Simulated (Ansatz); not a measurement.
# Lattice dynamics of AgSb2 (built on the sites of a database entry of Sb2Au), part 2 of 2

Aim: the phonons of AgSb2 (built on the sites of a database entry of Sb2Au) at a cell relaxed beforehand at this level. After the zone centre comes a 2×2×2 q mesh on a 10×10×10 k mesh.

Ansatz 0.2.0; DFT LDA, scalar-relativistic, plane waves, PAW.

So far. Step 2 (Zone-centre response): Before it was imposed, the acoustic sum rule was missed by 1.1e-4 eV/Å². Small misses are needed for a sound result but don't prove that mesh and cutoff are converged. The lowest optical mode is real, 82.1 cm⁻¹.

The structure was built from a prototype and need not be the compound's stable phase.

**3. Phonons on a q mesh (continued)**

The partial phonon density of states has structure finer than the step of the table below, so its rows give means over 10 cm⁻¹, whole bins alone (the curve runs from -10 to 139 cm⁻¹). Peaks (cm⁻¹: height): Ag 36.8: 0.0585, 60.1: 0.0566, 120.0: 0.123; Sb 36.8: 0.0699, 60.1: 0.0636, 80.7: 0.235, 102.2: 0.0704, 120.9: 0.127.

Phonopy on the run's constants, 15x15x15 mesh, Gaussian sigma 2.0 cm-1. Interpolated from a 2×2×2 q mesh. Partial phonon density of states against wavenumber; means over each step; values in 1/cm⁻¹/cell:

| wavenumber (cm⁻¹) | Ag | Sb |
| --- | --- | --- |
| 0 | 3.0e-5 | 7.1e-5 |
| 10 | 4.5e-4 | 9.4e-4 |
| 20 | 0.00299 | 0.00537 |
| 30 | 0.0230 | 0.0299 |
| 40 | 0.0444 | 0.0518 |
| 50 | 0.0234 | 0.0262 |
| 60 | 0.0387 | 0.0460 |
| 70 | 0.00264 | 0.0364 |
| 80 | 0.00288 | 0.167 |
| 90 | 0.00445 | 0.0270 |
| 100 | 0.00845 | 0.0496 |
| 110 | 0.0417 | 0.0514 |
| 120 | 0.101 | 0.103 |
| 130 | 0.00550 | 0.00581 |

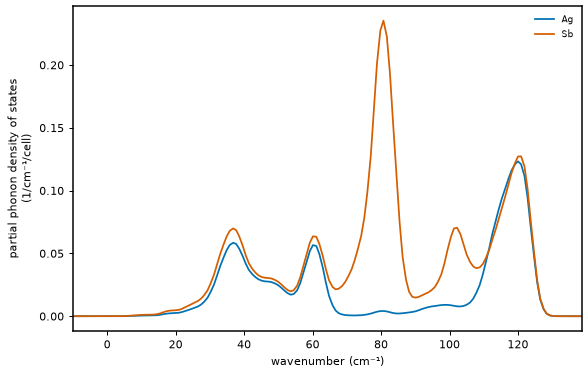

Partial phonon density of states, plotted against wavenumber.

Harmonic thermodynamic functions per atom, from the density of states. Interpolated from a 2×2×2 q mesh. Thermodynamic functions, by row:

| T (K) | F_vib (meV/atom) | S (J/mol-atom/K) | C_V (J/mol-atom/K) |
| --- | --- | --- | --- |
| 0 | 15.38 | 0 | 0 |
| 50 | 13.32 | 11.02 | 15.8 |
| 100 | 3.93 | 24.38 | 21.93 |
| 200 | -30.52 | 40.49 | 24.12 |
| 300 | -77.94 | 50.38 | 24.57 |
| 400 | -134 | 57.47 | 24.73 |
| 500 | -196.5 | 63 | 24.81 |
| 600 | -264.2 | 67.53 | 24.85 |
| 700 | -336.3 | 71.36 | 24.87 |
| 800 | -412 | 74.68 | 24.89 |
| 900 | -490.9 | 77.61 | 24.9 |
| 1000 | -572.8 | 80.24 | 24.91 |

Harmonic mean-square displacement, third of the trace. Interpolated from a 2×2×2 q mesh. Mean square displacements, by row:

| T (K) | Sb1 U_eq (Å²) | Sb2 U_eq (Å²) | Ag3 U_eq (Å²) |
| --- | --- | --- | --- |
| 0 | 0.002 | 0.002 | 0.00241 |
| 100 | 0.0055 | 0.0055 | 0.00731 |
| 300 | 0.01563 | 0.01563 | 0.02096 |
| 600 | 0.03109 | 0.03109 | 0.04174 |

Symmetry leaves 3 wavevectors to solve. The lowest mode among them, the acoustic zeros apart, lies at q = (0, 0, -0.5) and is real, 33.3 cm⁻¹.

**4. Isotope substitution, element Ag, natural mass 107.868 amu**

An isotope changes the mass and not the force constants, so no new electronic calculation is needed; the shifts show which modes move this element.

The same force constants with the mass of Ag changed from 107.868 to 108.905 u (phonopy, no LO-TO term). Both lists are sorted by frequency; levels can cross, so a row need not hold one and the same mode. Modes under 3 cm⁻¹ are left out. Isotope shifts, by row:

| q | rank | natural mass (cm⁻¹) | changed mass (cm⁻¹) |
| --- | --- | --- | --- |
| 0 0 0 | 4 | 82.1 | 82.1 |
| 0 0 0 | 5 | 82.1 | 82.1 |
| 0 0 0 | 6 | 82.1 | 82.1 |
| 0 0 0 | 7 | 109.1 | 108.7 |
| 0 0 0 | 8 | 109.1 | 108.7 |
| 0 0 0 | 9 | 109.1 | 108.7 |
| 0 0 -0.5 | 1 | 33.29 | 33.21 |
| 0 0 -0.5 | 2 | 33.29 | 33.21 |
| 0 0 -0.5 | 3 | 62.25 | 62.08 |
| 0 0 -0.5 | 4 | 84.83 | 84.83 |
| 0 0 -0.5 | 5 | 84.83 | 84.83 |
| 0 0 -0.5 | 6 | 111.7 | 111.7 |
| 0 0 -0.5 | 7 | 122.7 | 122.4 |
| 0 0 -0.5 | 8 | 125.1 | 124.8 |
| 0 0 -0.5 | 9 | 125.1 | 124.8 |
| 0 -0.5 -0.5 | 1 | 37.95 | 37.87 |
| 0 -0.5 -0.5 | 2 | 37.95 | 37.87 |
| 0 -0.5 -0.5 | 3 | 65.22 | 65.22 |
| 0 -0.5 -0.5 | 4 | 65.22 | 65.22 |
| 0 -0.5 -0.5 | 5 | 78 | 78 |
| 0 -0.5 -0.5 | 6 | 93.08 | 92.64 |
| 0 -0.5 -0.5 | 7 | 108.8 | 108.8 |
| 0 -0.5 -0.5 | 8 | 111.4 | 111.1 |
| 0 -0.5 -0.5 | 9 | 111.4 | 111.1 |

A mode of this element alone would shift by -0.48 %. The highest zone-centre frequency without the field goes from 109.1 to 108.7 cm⁻¹ (-0.3 %). The product of the frequency ratios over all optical modes at Γ is 0.990; the product rule, (m/m′)^(3k/2) (M′/M)^(3/2) with k = 1 such atoms and M the mass of the cell, gives 0.990.

**5. Isotope substitution, element Sb, natural mass 121.76 amu**

The same for Sb, from 121.76 to 122.90 u.

The same force constants with the mass of Sb changed from 121.760 to 122.904 u (phonopy, no LO-TO term). Both lists are sorted by frequency; levels can cross, so a row need not hold one and the same mode. Modes under 3 cm⁻¹ are left out. Isotope shifts, by row:

| q | rank | natural mass (cm⁻¹) | changed mass (cm⁻¹) |
| --- | --- | --- | --- |
| 0 0 0 | 4 | 82.1 | 81.72 |
| 0 0 0 | 5 | 82.1 | 81.72 |
| 0 0 0 | 6 | 82.1 | 81.72 |
| 0 0 0 | 7 | 109.1 | 108.9 |
| 0 0 0 | 8 | 109.1 | 108.9 |
| 0 0 0 | 9 | 109.1 | 108.9 |
| 0 0 -0.5 | 1 | 33.29 | 33.21 |
| 0 0 -0.5 | 2 | 33.29 | 33.21 |
| 0 0 -0.5 | 3 | 62.25 | 62.12 |
| 0 0 -0.5 | 4 | 84.83 | 84.43 |
| 0 0 -0.5 | 5 | 84.83 | 84.43 |
| 0 0 -0.5 | 6 | 111.7 | 111.2 |
| 0 0 -0.5 | 7 | 122.7 | 122.4 |
| 0 0 -0.5 | 8 | 125.1 | 124.8 |
| 0 0 -0.5 | 9 | 125.1 | 124.8 |
| 0 -0.5 -0.5 | 1 | 37.95 | 37.85 |
| 0 -0.5 -0.5 | 2 | 37.95 | 37.85 |
| 0 -0.5 -0.5 | 3 | 65.22 | 64.91 |
| 0 -0.5 -0.5 | 4 | 65.22 | 64.91 |
| 0 -0.5 -0.5 | 5 | 78 | 77.64 |
| 0 -0.5 -0.5 | 6 | 93.08 | 93.08 |
| 0 -0.5 -0.5 | 7 | 108.8 | 108.3 |
| 0 -0.5 -0.5 | 8 | 111.4 | 111.2 |
| 0 -0.5 -0.5 | 9 | 111.4 | 111.2 |

A mode of this element alone would shift by -0.47 %. The highest zone-centre frequency without the field goes from 109.1 to 108.9 cm⁻¹ (-0.1 %). The product of the frequency ratios over all optical modes at Γ is 0.982; the product rule, (m/m′)^(3k/2) (M′/M)^(3/2) with k = 2 such atoms and M the mass of the cell, gives 0.982.

**6. Outcome**

```yaml
space_group_within_0p01_a: Fm-3m
volume_per_atom: 25.2 Å³
electronic_character: no gap on this mesh
highest_optical_mode_at_the_zone_centre_no_lo_to_term: 109 cm⁻¹
lowest_optical_zone_centre_mode: 82.1 cm⁻¹
lowest_mode_on_the_q_mesh_acoustic_modes_at_gamma_apart: 33.3 cm⁻¹
highest_frequency_on_the_path_or_at_a_solved_wavevector: 125 cm⁻¹
zero_point_energy_per_atom: 15.4 meV
heat_capacity_at_300_k: 24.6 J/(mol atoms K)
vibrational_entropy_at_300_k: 50.4 J/(mol atoms K)
debye_temperature_second_moment: 164 K
imaginary_modes_on_the_2x2x2_q_mesh: none
```

What this shows: The structure is a minimum as far as tested: no mode is imaginary at the 3 irreducible wavevectors of the 2×2×2 mesh, and the softest away from the acoustic zeros lies at 33 cm⁻¹. The optical modes at Γ span 82 to 109 cm⁻¹. The highest mode in this list at Γ, 109.1 cm⁻¹, has its largest share on Ag (69 % of the kinetic energy). With no gap, or one that is small against the smearing, the frequencies hang on the k mesh and the smearing, most of all near Kohn anomalies. The phonon runs are without spin polarisation, although the cell has an odd electron count. Spin-orbit coupling is left out, which can matter for the heavy elements here. A phonon run warned that its eigensolver left some bands unconverged in a pass. The starting cell was built on a prototype and not taken from a measurement, so the phase need not exist. These are harmonic frequencies at zero temperature: anharmonic shifts, linewidths and thermal expansion are left out.

[Logs are printed without paths, hosts, clocks, repeated set-up lines and the standing remarks that a program may print on its own settings, such as how far it seeks lower states.]

[Hosts, paths, dates, database ids (printed as entryN), source tags and the programs' standing remarks are cut or masked in the printed files.]
